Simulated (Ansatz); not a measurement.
# CH6OSSi: single points with varied inputs, part 2 of 2

Ansatz 0.2.0, Gaussian basis; the settings change from run to run. The steps go on from the part before.

### Step 7. SVWN5/def2-TZVP

This run has a point charge of 1.00 e beside it.

Input file in.yaml:

```yaml
crystal:
  periodic: [false, false, false]
  atoms:
    - {symbol: C, position_ang: [-0.953409, 0.912915, -0.368439]}
    - {symbol: Si, position_ang: [-0.031711, -0.579071, 0.226523]}
    - {symbol: O, position_ang: [0.661082, -0.139145, 1.653423]}
    - {symbol: S, position_ang: [1.417168, -1.286259, -1.182570]}
    - {symbol: H, position_ang: [-1.481660, 0.692266, -1.297872]}
    - {symbol: H, position_ang: [-1.681638, 1.230231, 0.382151]}
    - {symbol: H, position_ang: [-0.267473, 1.743848, -0.548651]}
    - {symbol: H, position_ang: [-0.914792, -1.764534, 0.386845]}
    - {symbol: H, position_ang: [1.285072, -0.756357, 2.039201]}
    - {symbol: H, position_ang: [2.050562, -0.104994, -1.287811]}
basis:
  gaussian: {orbitals: def2-TZVP, point_charges: [{charge: 1.00, position_ang: [5.625, -0.859, -0.907]}]}
hamiltonian: {xc: {name: SVWN5}}
output: {forces: true}
```

On the command line:

```console
> ansatz run in.yaml --threads 2 --pin off --events-out ev --progress --plain --max-ram 4352MiB
```

Output, shortened:

```text
Functional definition: SVWN5
  name "SVWN5"
  cite "Dirac, Proc. Camb. Phil. Soc. 26, 376 (1930) doi:10.1017/S0305004100016108"
  cite "Slater, Phys. Rev. 81, 385 (1951) doi:10.1103/PhysRev.81.385"
  cite "Vosko, Wilk & Nusair, Can. J. Phys. 58, 1200 (1980) doi:10.1139/p80-159"
[...]
1108 factors; their error is unknown
[...]
mean field -21805.49428659 eV, -801.3371347373 hartree, gradient 1.9e-5 eV, S^2 0.000000; 0 other end points of the search recorded, 0 dependent functions left out
[...]
reference -21805.49432384 eV, -801.3371361062 hartree; 25, 25 occupied and 147, 147 virtual orbitals, 1108 factors
Total energy: -21805.49432384 eV, -801.3371361062 hartree
Atom 0 at    -0.953409     0.912915    -0.368439 Å, force     0.436882    -0.496247     0.094381 eV/Å
Atom 1 at    -0.031711    -0.579071     0.226523 Å, force    -0.529242     0.559967     0.303479 eV/Å
Atom 2 at     0.661082    -0.139145     1.653423 Å, force    -0.232527     0.375733    -0.522692 eV/Å
Atom 3 at     1.417168    -1.286259    -1.182570 Å, force     0.239396    -0.391801    -0.053293 eV/Å
Atom 4 at    -1.481660     0.692266    -1.297872 Å, force    -0.148491    -0.067891    -0.249527 eV/Å
Atom 5 at    -1.681638     1.230231     0.382151 Å, force    -0.168330     0.033370     0.222893 eV/Å
Atom 6 at    -0.267473     1.743848    -0.548651 Å, force     0.173370     0.243465    -0.045292 eV/Å
Atom 7 at    -0.914792    -1.764534     0.386845 Å, force     0.035140    -0.167657    -0.063204 eV/Å
Atom 8 at     1.285072    -0.756357     2.039201 Å, force     0.313894    -0.444472     0.387032 eV/Å
Atom 9 at     2.050562    -0.104994    -1.287811 Å, force    -0.017181     0.418799    -0.063644 eV/Å
Dipole moment:    -0.317957     0.168978     0.159122 e Å
```

It took 1.6 s on 2 threads of Arm Neoverse V2, shared host.

Largest force 0.828 eV/Å, dipole 1.89 D.

### Step 8. r2SCAN/def2-SVP

Set apart from the defaults: charge +1, multiplicity 2, coordinates scaled by 0.92, D4 dispersion, the search for lower states set to off.

Input file in.yaml:

```yaml
crystal:
  periodic: [false, false, false]
  atoms:
    - {symbol: C, position_ang: [-0.877136, 0.839882, -0.338964]}
    - {symbol: Si, position_ang: [-0.029174, -0.532745, 0.208401]}
    - {symbol: O, position_ang: [0.608195, -0.128014, 1.521149]}
    - {symbol: S, position_ang: [1.303794, -1.183359, -1.087965]}
    - {symbol: H, position_ang: [-1.363128, 0.636885, -1.194042]}
    - {symbol: H, position_ang: [-1.547107, 1.131813, 0.351579]}
    - {symbol: H, position_ang: [-0.246076, 1.604341, -0.504759]}
    - {symbol: H, position_ang: [-0.841608, -1.623371, 0.355898]}
    - {symbol: H, position_ang: [1.182266, -0.695849, 1.876065]}
    - {symbol: H, position_ang: [1.886517, -0.096594, -1.184786]}
basis:
  gaussian: {orbitals: def2-SVP}
total_charge: 1
magnetization: {spin_polarized: true, initial_magnetization: 1}
hamiltonian: {xc: {name: r2SCAN}, dispersion: d4}
scf: {lower_state_search: off}
```

Launched as before.

Output, shortened:

```text
Functional definition: r2SCAN
  name "r2SCAN"
  cite "Furness, Kaplan, Ning, Perdew & Sun, J. Phys. Chem. Lett. 11, 8208 (2020) doi:10.1021/acs.jpclett.0c02405"
  cite "Furness, Kaplan, Ning, Perdew & Sun, J. Phys. Chem. Lett. 11, 9248 (2020) doi:10.1021/acs.jpclett.0c03077"
  parent r2scan
[...]
1050 factors; their error is unknown
[...]
mean field -21873.68114640 eV, -803.8429556168 hartree, gradient 4.2e-6 eV, S^2 0.754318; 0 other end points of the search recorded, 0 dependent functions left out
reference -21873.68115606 eV, -803.8429559715 hartree; 25, 24 occupied and 69, 70 virtual orbitals, 1050 factors
Total energy: -21873.72646779 eV, -803.8446211469 hartree
Checks for a lower state left out: stability, starts, cluster_reference, orbital_swaps, neighbouring_geometries, increment
```

Wall time 2.7 s (2 threads of Arm Neoverse V2, shared host).

⟨S²⟩ 0.754.

### Step 9. SPW92/cc-pVTZ-DK

Options: unrestricted orbitals.

Input file in.yaml:

```yaml
crystal:
  periodic: [false, false, false]
  atoms:
    - {symbol: C, position_ang: [-0.953409, 0.912915, -0.368439]}
    - {symbol: Si, position_ang: [-0.031711, -0.579071, 0.226523]}
    - {symbol: O, position_ang: [0.661082, -0.139145, 1.653423]}
    - {symbol: S, position_ang: [1.417168, -1.286259, -1.182570]}
    - {symbol: H, position_ang: [-1.481660, 0.692266, -1.297872]}
    - {symbol: H, position_ang: [-1.681638, 1.230231, 0.382151]}
    - {symbol: H, position_ang: [-0.267473, 1.743848, -0.548651]}
    - {symbol: H, position_ang: [-0.914792, -1.764534, 0.386845]}
    - {symbol: H, position_ang: [1.285072, -0.756357, 2.039201]}
    - {symbol: H, position_ang: [2.050562, -0.104994, -1.287811]}
basis:
  gaussian: {orbitals: cc-pVTZ-DK}
magnetization: {spin_polarized: true, initial_magnetization: 0}
hamiltonian: {xc: {name: SPW92}}
output: {forces: true}
```

The command is unchanged.

Output, shortened:

```text
Functional definition: SPW92
  name "SPW92"
  cite "Dirac, Proc. Camb. Phil. Soc. 26, 376 (1930) doi:10.1017/S0305004100016108"
  cite "Slater, Phys. Rev. 81, 385 (1951) doi:10.1103/PhysRev.81.385"
  cite "Perdew & Wang, Phys. Rev. B 45, 13244 (1992) doi:10.1103/PhysRevB.45.13244"
[...]
1231 factors; their error is unknown
[...]
mean field -21852.31198404 eV, -803.0576533845 hartree, gradient 2.6e-5 eV, S^2 0.000000; 0 other end points of the search recorded, 0 dependent functions left out
[...]
reference -21852.31202003 eV, -803.0576547068 hartree; 25, 25 occupied and 187, 187 virtual orbitals, 1231 factors
Total energy: -21852.31202003 eV, -803.0576547068 hartree
Relativity: scalar
Atom 0 at    -0.953409     0.912915    -0.368439 Å, force     0.195188    -0.286041     0.142119 eV/Å
Atom 1 at    -0.031711    -0.579071     0.226523 Å, force    -0.012812     0.218425    -0.178356 eV/Å
Atom 2 at     0.661082    -0.139145     1.653423 Å, force    -0.344184     0.481967    -0.118833 eV/Å
Atom 3 at     1.417168    -1.286259    -1.182570 Å, force    -0.174151    -0.372633     0.016252 eV/Å
Atom 4 at    -1.481660     0.692266    -1.297872 Å, force    -0.119073    -0.070683    -0.227380 eV/Å
Atom 5 at    -1.681638     1.230231     0.382151 Å, force    -0.175140     0.069373     0.191289 eV/Å
Atom 6 at    -0.267473     1.743848    -0.548651 Å, force     0.185525     0.193741    -0.042208 eV/Å
Atom 7 at    -0.914792    -1.764534     0.386845 Å, force    -0.114970    -0.184054    -0.007151 eV/Å
Atom 8 at     1.285072    -0.756357     2.039201 Å, force     0.402613    -0.400769     0.242129 eV/Å
Atom 9 at     2.050562    -0.104994    -1.287811 Å, force     0.157003     0.350674    -0.017861 eV/Å
Dipole moment:     0.010277     0.138440     0.090661 e Å
```

Run time: 2.9 s. Hardware: 2 threads of Arm Neoverse V2, shared host.

Largest force 0.618 eV/Å, dipole 0.80 D, ⟨S²⟩ 0.000.

### Step 10. B2PLYP/x2c-TZVPPall

Set apart from the defaults: atoms shaken by 0.15 Å, density fitting with def2-universal-jkfit.

Input file in.yaml:

```yaml
crystal:
  periodic: [false, false, false]
  atoms:
    - {symbol: C, position_ang: [-0.771345, 1.018034, -0.083143]}
    - {symbol: Si, position_ang: [0.259188, -0.404927, 0.109208]}
    - {symbol: O, position_ang: [0.592212, -0.081403, 1.611822]}
    - {symbol: S, position_ang: [1.545741, -1.338317, -1.274675]}
    - {symbol: H, position_ang: [-1.639961, 0.708756, -1.441426]}
    - {symbol: H, position_ang: [-1.593690, 1.395277, 0.444229]}
    - {symbol: H, position_ang: [-0.394185, 1.788249, -0.272333]}
    - {symbol: H, position_ang: [-0.810807, -1.707500, 0.476318]}
    - {symbol: H, position_ang: [1.366397, -0.474616, 2.083026]}
    - {symbol: H, position_ang: [2.201453, 0.108087, -1.449139]}
basis:
  gaussian: {orbitals: x2c-TZVPPall, fitting: {mean_field: def2-universal-jkfit}}
hamiltonian: {xc: {name: B2PLYP}}
output: {forces: true}
```

Same command.

Output, shortened:

```text
Functional definition: B2PLYP
  name "B2PLYP"
  cite "Grimme, J. Chem. Phys. 124, 034108 (2006) doi:10.1063/1.2148954"
  cite "Becke, Phys. Rev. A 38, 3098 (1988) doi:10.1103/PhysRevA.38.3098"
  cite "Lee, Yang & Parr, Phys. Rev. B 37, 785 (1988) doi:10.1103/PhysRevB.37.785"
[...]
516 factors; integrals over basis functions are off by at most 1.3e0 eV
[...]
mean field -21926.36606859 eV, -805.7790907959 hartree, gradient 2.4e-6 eV, S^2 0.000000; 0 other end points of the search recorded, 0 dependent functions left out
12 core orbitals not correlated: weight in the atoms' cores, before any rotation towards them, 1.000 or more for the frozen orbitals, at most 0.000 for the correlated occupied ones
reference -21926.36624105 eV, -805.7790971339 hartree; 13, 13 occupied and 205, 205 virtual orbitals, 516 factors
second order -24.44431929 eV of doubles, -0.00000000 eV of singles
[...]
Relativity: scalar
Atom 0 at    -0.771345     1.018034    -0.083143 Å, force    -8.042650    -9.657867    -3.265840 eV/Å
Atom 1 at     0.259188    -0.404927     0.109208 Å, force    -4.011363    -4.758099     0.300094 eV/Å
Atom 2 at     0.592212    -0.081403     1.611822 Å, force     3.709052     0.202961     3.631089 eV/Å
Atom 3 at     1.545741    -1.338317    -1.274675 Å, force     1.559705     4.013635    -0.265955 eV/Å
Atom 4 at    -1.639961     0.708756    -1.441426 Å, force     2.405430     0.847368     3.258515 eV/Å
Atom 5 at    -1.593690     1.395277     0.444229 Å, force    -1.311868    -0.965055     1.679169 eV/Å
Atom 6 at    -0.394185     1.788249    -0.272333 Å, force     6.506678    11.560193    -3.686035 eV/Å
Atom 7 at    -0.810807    -1.707500     0.476318 Å, force     1.456783     1.493389    -1.200716 eV/Å
Atom 8 at     1.366397    -0.474616     2.083026 Å, force    -1.179970     0.461010    -0.557533 eV/Å
Atom 9 at     2.201453     0.108087    -1.449139 Å, force    -1.091797    -3.197537     0.107213 eV/Å
Dipole moment:     0.455749     0.314514     0.015943 e Å
```

Wall time 12 s (2 threads of Arm Neoverse V2, shared host); peak memory 0.57 GiB.

Largest force 13.768 eV/Å, dipole 2.66 D.

### Step 11. All runs side by side

```csv
level,charge,multiplicity,geometry,functions,energy (eV),time
wPBEh/def2-TZVP,0,1,relaxed,172,-21889.961,3.9 s
RPA/def2-TZVPP,0,1,shaken,230,-21877.535,10 s
wB97X-V/def2-mTZVP,0,1,relaxed,105,-21894.676,6 s
CAM-B3LYP/6-31G,1,2,"relaxed, point charge",56,-21885.845,3.1 s
r2SCANh/def2-TZVP,0,1,"shaken, point charge",172,-21895.864,4.4 s
SVWN5/def2-TZVP,0,1,"relaxed, point charge",172,-21805.494,1.6 s
r2SCAN/def2-SVP,1,2,scaled,94,-21873.726,2.7 s
SPW92/cc-pVTZ-DK,0,1,relaxed,212,-21852.312,2.9 s
B2PLYP/x2c-TZVPPall,0,1,shaken,230,-21932.966,12 s
```

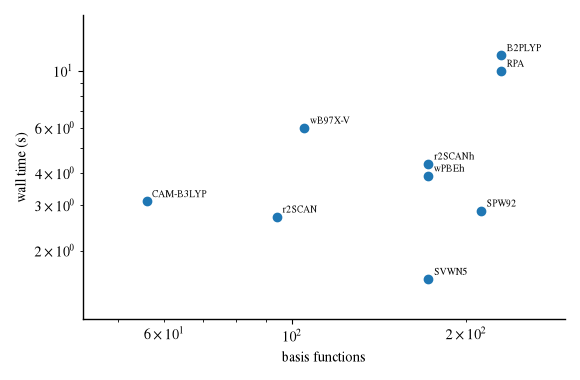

Wall time against the number of basis functions (shared host).

### Step 12. What came out

The summary covers parts 1 to 2.

| quantity | value |
| --- | --- |
| runs | 9 |
| quickest | SVWN5/def2-TZVP, 1.6 s |
| slowest | B2PLYP/x2c-TZVPPall, 12 s |
| spread of total energies, same state and geometry | 42.4 eV |
| dipole, same state and geometry | 0.68 to 0.80 D |

In words: B2PLYP/x2c-TZVPPall took 7 times as long as SVWN5/def2-TZVP. The jobs differ in tasks and options as well as level. The totals spread over 42 eV; they can't be compared across methods or bases. Some of these runs are scalar-relativistic and others not, which shifts the totals of all-electron atoms past neon by eV; core potentials, where a basis has them, take the core out of the total altogether. At the PBE0-D4/def2-TZVP geometry and in the same state, runs without warnings or point charges leave forces up to 0.62 eV/Å (SPW92/cc-pVTZ-DK), against 13.8 eV/Å where the atoms were moved.
